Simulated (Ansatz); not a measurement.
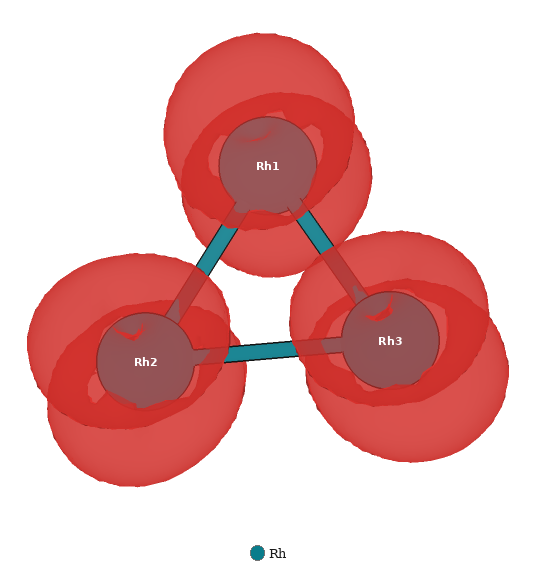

Rh3 (quartet). Isosurfaces of the spin density at +0.05 (red) and −0.05 e/Å³ (blue), seen at a tilt.

Geometry: r2SCAN-D4/def2-TZVP; core potentials replace the inner electrons of Rh.

Level of theory: UKS PBE0-D4/def2-TZVP in Ansatz 0.2.0.

```xyz
3

Rh    0.2028   -0.1205   -1.3403
Rh    0.5579    1.0372    0.6821
Rh   -0.7608   -0.9167    0.6582
```

**Where is the unpaired spin?**

The unpaired spin (3 electrons) lies mostly on Rh1 (about 1.0), Rh2 (about 1.0) and Rh3 (about 1.0), in electrons by Hirshfeld's partition. Only one sign reaches the isovalue.
